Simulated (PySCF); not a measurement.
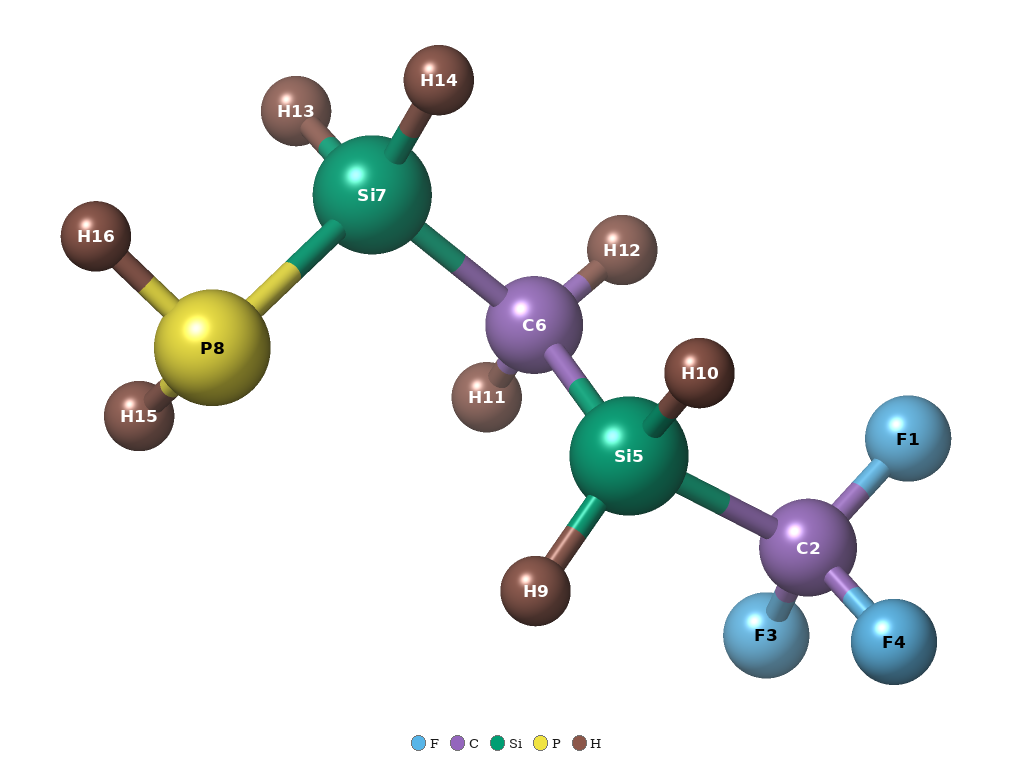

Atoms carry their numbers in the input. Computed geometry: GFN2-xTB optimisation. No frequency run is at hand to confirm it as a minimum.

### What is the geometry at Si7?

Si7 has 4 neighbours (C6 at 1.91, P8 at 2.24, H13 at 1.47, H14 at 1.47 Å); the arrangement is tetrahedral.

### What is the geometry at C6?

C6 has 4 neighbours (Si5 at 1.89, Si7 at 1.91, H11 at 1.09, H12 at 1.09 Å); the arrangement is tetrahedral.

### How are the neighbours of atom 2 arranged?

C2 has 4 neighbours (F1 at 1.35, F3 at 1.35, F4 at 1.35, Si5 at 1.95 Å); the arrangement is tetrahedral.

### How are the neighbours of atom 5 arranged?

Si5 has 4 neighbours (C2 at 1.95, C6 at 1.89, H9 at 1.46, H10 at 1.46 Å); the arrangement is tetrahedral.

### What is the dihedral angle F4–C2–Si5–C6?

178° in size, that is anti.
